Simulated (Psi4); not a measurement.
# ZrO2 (zirconia): a first try and a second

Wanted: the excited states of ZrO2 (zirconia), CIS/def2-TZVPP (density fitting, core potential, tdscf states 5, tdscf tda yes).

The results are computed with Psi4 1.11.

### 1 The system as given

ZrO2: 3 atoms, total charge 0, spin state singlet. SMILES: `[O]=[Zr]=[O]`. The shape is that of a PBE0-D4/def2-TZVP optimisation.

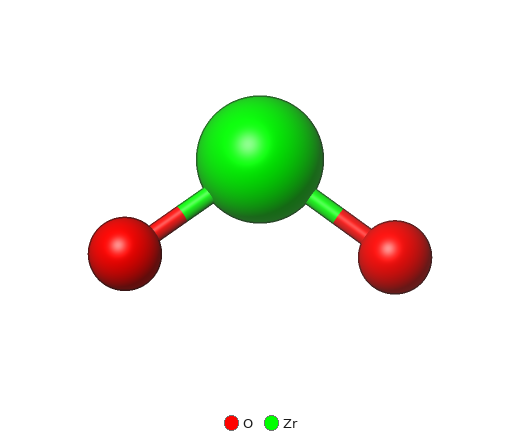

Viewed from a chosen angle; oxygen red, zirconium green.

### 2 The input as first written

Contents of o2zr.py:

```python
import psi4

psi4.set_memory('1600 MB')
psi4.set_num_threads(1)
psi4.core.set_output_file('output.dat', False)

geom = psi4.geometry("""
0 1
O      0.654500     1.252500     0.388400
Zr     0.348500    -0.481700     0.351800
O     -1.003000    -0.770800    -0.740100
symmetry c1
""")

psi4.set_options({
    'basis': 'def2-TZVPP',
    'scf_type': 'mem_df',
    'tdscf_states': 5,
    'tdscf_tda': True,
    'docc': [16],
})

E, wfn = psi4.energy('td-hf', return_wfn=True)
print('E =', round(E, 9))
```

The run is started by

```
$ python o2zr.py
```

output.dat:

```text
=> Loading Basis Set <=

    Name: DEF2-TZVPP
    Role: ORBITAL
    Keyword: BASIS

    !!!  WARNING: ECP capability is in beta. Please check occupations closely.  !!!
```

On the terminal:

```text
Traceback (most recent call last):
  File "o2zr.py", line 23, in <module>
    E, wfn = psi4.energy('td-hf', return_wfn=True)
RuntimeError:
Fatal Error: Got 16 alpha electrons, expected 14.
DOCC and SOCC must specify the occupation of all electrons or none.
```

Run time: 1.8 s. Hardware: 1 thread of Intel Xeon Platinum 8375C at 2.90GHz (Ice Lake), shared host; peak memory 0.14 GiB.

### 3 Reading the log

The program refused the input.

The log says `Fatal Error: Got 16 alpha electrons, expected 14.`. The fault: the orbital occupation or active space doesn't match the electron count or the lowest state. To mend it: docc at its default in place of (16).

### 4 Second attempt

Contents of run.py:

```python
import psi4

psi4.set_memory(1600000000)
psi4.set_num_threads(1)
psi4.set_output_file('run.log', False)

molecule = psi4.geometry("""
0 1
O      0.654500     1.252500     0.388400
Zr     0.348500    -0.481700     0.351800
O     -1.003000    -0.770800    -0.740100
units angstrom
symmetry c1
""")

psi4.set_options({
    'basis': 'def2-TZVPP',
    'scf_type': 'mem_df',
    'tdscf_states': 5,
    'tdscf_tda': True,
})

result, w = psi4.energy("td-scf", return_wfn=True)
print(f'td-scf energy: {result:.10f} Eh')
```

The run is started by

```
$ python run.py
```

run.log, shortened:

```text
[...]
    !!!  WARNING: ECP capability is in beta. Please check occupations closely.  !!!
[...]
  Running in c1 symmetry.
[...]
  Nuclear repulsion =   69.572827701783453
[...]
  Multiplicity = 1
[...]
  Nalpha       = 14
  Nbeta        = 14
[...]
    Number of basis functions: 118
[...]
   @DF-RHF iter   1:  -195.73965171515323   -6.55746e-01   9.70268e-03 DIIS/ADIIS
[...]
   @DF-RHF iter  11:  -196.33300903414028   -4.10874e-08   4.69853e-07 DIIS
[...]
  @DF-RHF Final Energy:  -196.33300903414028
   => Energetics <=
    Nuclear Repulsion Energy =             69.5728277017834529
    One-Electron Energy =                -425.9007577013843502
    Two-Electron Energy =                 159.9949209654606079
    Total Energy =                       -196.3330090341402752
[...]
 Multipole Moments:
 ------------------------------------------------------------------------------------
     Multipole            Electronic (a.u.)      Nuclear  (a.u.)        Total (a.u.)
 ------------------------------------------------------------------------------------
 L = 1.  Multiply by 2.5417464519 to convert [e a0] to [Debye]
 Dipole X            :         14.7210544          -12.0894938            2.6315606
 Dipole Y            :        -14.4520709           11.8685603           -2.5835106
 Dipole Z            :         -0.0000016            0.0000000           -0.0000016
 Magnitude           :                                                    3.6877687
[...]
**********                               WARNING                                **********
**********       The names of excited state variables changed between 1.5       **********
[...]
**********                               WARNING                                **********
**********  Length-gauge rotatory strengths are **NOT** gauge-origin invariant  **********
[...]
                                    Excitation Energy         Total Energy        Oscillator Strength             Rotatory Strength
[...]
Excited State    1 (1 A):   0.15580 au   292.45 nm f = 0.0102
[...]
Excited State    2 (1 A):   0.16887 au   269.82 nm f = 0.0009
[...]
Excited State    3 (1 A):   0.17713 au   257.23 nm f = 0.0344
[...]
Excited State    4 (1 A):   0.19082 au   238.78 nm f = 0.0000
[...]
Excited State    5 (1 A):   0.19901 au   228.95 nm f = 0.0017
[...]
```

On the terminal:

```text
td-scf energy: -196.3330090341 Eh
```

It took 8.4 s on 1 thread of Intel Xeon Platinum 8375C at 2.90GHz (Ice Lake), shared host; peak memory 0.29 GiB.

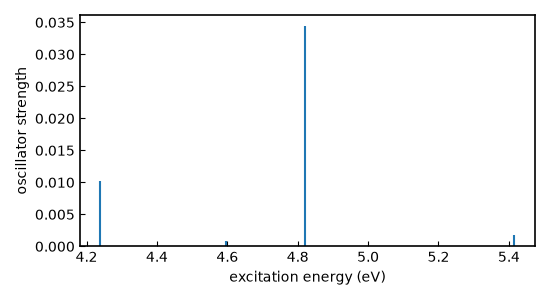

Vertical excitations as sticks.

The roots found:

```csv
excited state,energy (eV),strength,label
1,4.240,0.0102,A 1
2,4.595,0.0008,A 1
3,4.820,0.0344,A 1
4,5.192,0.0000,A 1
5,5.415,0.0017,A 1
```

### 5 Results

Level: CIS/def2-TZVPP (density fitting, core potential, tdscf states 5, tdscf tda yes).

| quantity | value |
| --- | --- |
| ground-state or mean-field energy | -196.33301 Eh |
| dipole moment (Hartree–Fock density) | 9.37 D |
| HOMO energy (Hartree–Fock orbitals) | -10.45 eV |
| LUMO energy (Hartree–Fock orbitals) | -1.17 eV |
| HOMO–LUMO gap (Hartree–Fock orbitals) | 9.28 eV |
| lowest excitation energy | 4.24 eV |

**Reading.** The brightest of the 5 transitions from the ground state lies at 4.82 eV (257 nm, f = 0.034); the lowest, at 4.24 eV, has f = 0.010.
